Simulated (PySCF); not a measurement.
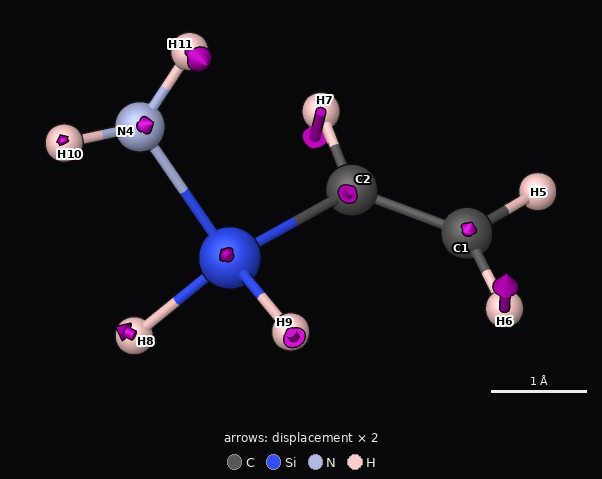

A relaxation of C2H7NSi. The starting structure is drawn; purple arrows show the displacements, 2 times their true length. The two geometries are superimposed by the best rigid fit.

Style: ball-and-stick. Shown at a tilt.

The start comes from GFN2-xTB. Its atoms were then displaced at random by about 0.01 Å.

Computed with PBE0-D3(BJ)/def2-SVP geometry optimisation, gas phase (PySCF). 

Atoms of which element are displaced furthest, and by how much?

Answer. Hydrogen: up to 0.36 Å, against 0.13 Å for carbon.

Describe the change and its energy.

Answer. The largest move after the best rigid fit is that of an H atom, 0.36 Å. By element the largest moves are H 0.36 Å, C 0.13 Å, N 0.11 Å, Si 0.09 Å. Among the contacts that change: H–Si 1.443 → 1.505 Å, H–N 0.975 → 1.014 Å, C–C 1.299 → 1.338 Å, N–Si 1.770 → 1.733 Å. Among the angles between lasting bonds that change: C–Si–H 110.2° → 105.9°, C–Si–N 105.7° → 109.3°, H–C–H 113.0° → 116.1°. After 8 geometry steps the energy has fallen by 21.5 kJ/mol.
